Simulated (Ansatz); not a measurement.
The starting structures come from a database of crystals and need not be the phases stable at ambient conditions.

 Where the default PAW files enter, the runs use the earlier of Ansatz's two default sets.

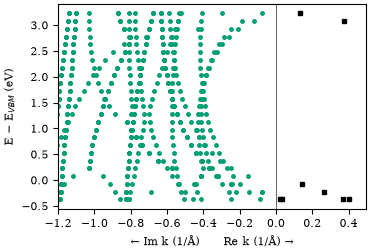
Figure: Complex bands at the centre of the two-dimensional zone; PBEsol (Ansatz, a program for electronic structure)

The gap is the functional's own. No spin-orbit coupling. Mid-gap values are interpolated on the energy grid.

This is Sr2MgWO6 (I4/m, not sure to be the ambient phase, 10 atoms a cell, 12.4 Å³ an atom, -2 GPa at this level) along the normal of (110). Read off the slowest decay at the centre of the two-dimensional zone at 1.57 eV, the computed energy nearest the middle of the gap.

κ ≈ 0.40 1/Å, a decay length 1/(2κ) of the density of 1.3 Å.
